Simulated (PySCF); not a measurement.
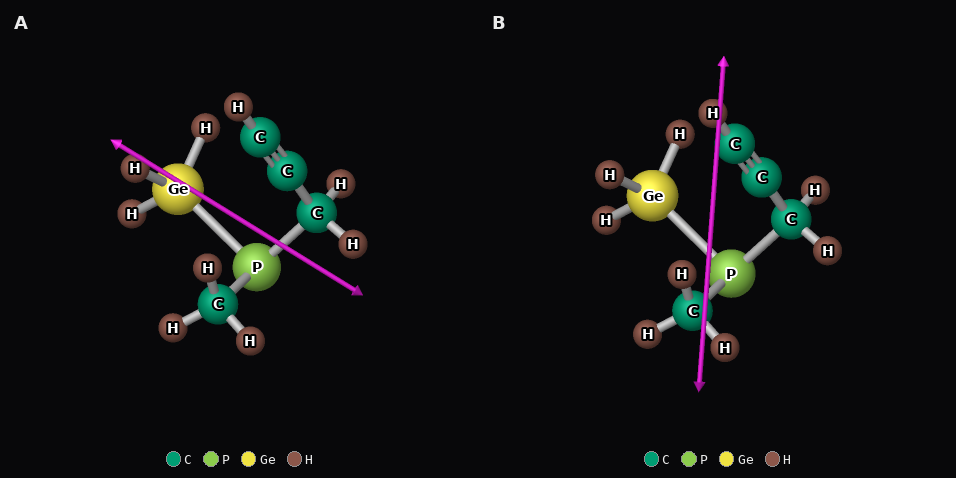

The double arrows show the directions of two transition dipoles from the ground state (lengths mean nothing). Computed geometry: GFN2-xTB optimisation. No frequency run is at hand to confirm it as a minimum. Method: TDDFT ωB97X-D/def2-SVPD, vertical, gas phase, core orbitals frozen in the response (PySCF 2.14.0).

Question: One belongs to singlet state 1 and one to singlet state 7. Which is which?

Answer: A: state 7, 7.16 eV (173 nm), oscillator strength 0.025, of mixed character, with the largest part HOMO → LUMO+2 (weight 0.38).
B: state 1, 5.90 eV (210 nm), oscillator strength 0.049, mainly HOMO → LUMO+1 (weight 0.69).

The geometry is semi-empirical. Around Ge, P such bond lengths and angles can be off by a tenth of an ångström or more and by several degrees, and values that hang on the shape move with them.
